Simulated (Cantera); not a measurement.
Feed: 1 mol SiCl4, 0.48 mol N2, held at 0.100 bar.

Cantera equilibrium calculation (NASA polynomials, part measured and part estimated; ideal gas, pure solids and liquids). Candidate condensed phases: Si, Si3N4; 13 gas species. The tables' values for SiCl3 are old estimates; treat these amounts as uncertain. Rates play no part.

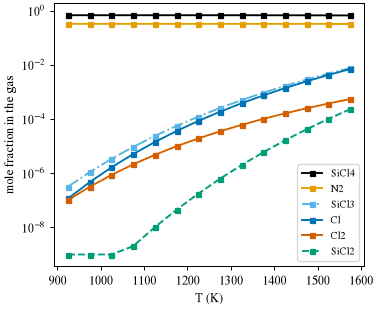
Equilibrium gas composition (values under 1e-9 drawn at 1e-9)

From 925 K to 1575 K nothing is condensed. The main Si-bearing gas is SiCl4 throughout.
